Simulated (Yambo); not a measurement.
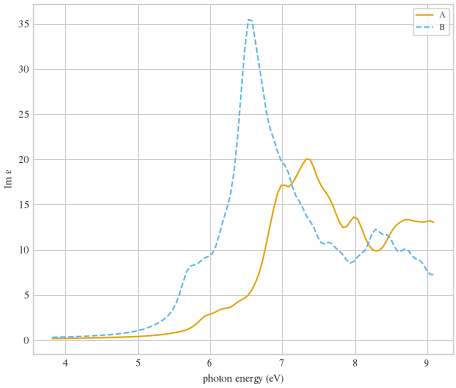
*Two computed absorption spectra of SiC (2H, space group P6_3mc, No. 186) (Yambo, LDA bands with the same scissor, field along x)*

Axes are Cartesian, with cell vectors (Å) (3.05, 0.00, 0.00), (-1.53, 2.64, 0.00), (0.00, 0.00, 5.01).

Question: Which curve includes the electron-hole attraction (BSE)?

Answer: Curve B: the attraction moves weight to lower energy (centre of the plotted range 7.1 eV against 7.6 eV). Settings: 9×9×6 mesh, 5 valence and 5 conduction bands, static screening with 23 bands and a 4 Ry block, scissor 1.05 eV, Tamm-Dancoff. The scissor comes from a G0W0 run whose convergence isn't established. Broadening 0.15 eV. The band window holds all transitions up to 9.1 eV. On this mesh the peak heights and the fine structure are mesh artefacts; only the shift of weight is robust.

Geometry relaxed with LDA; primitive cell a = 3.0540 Å, b = 3.0540 Å, c = 5.0119 Å, α = 90.00°, β = 90.00°, γ = 120.00°.
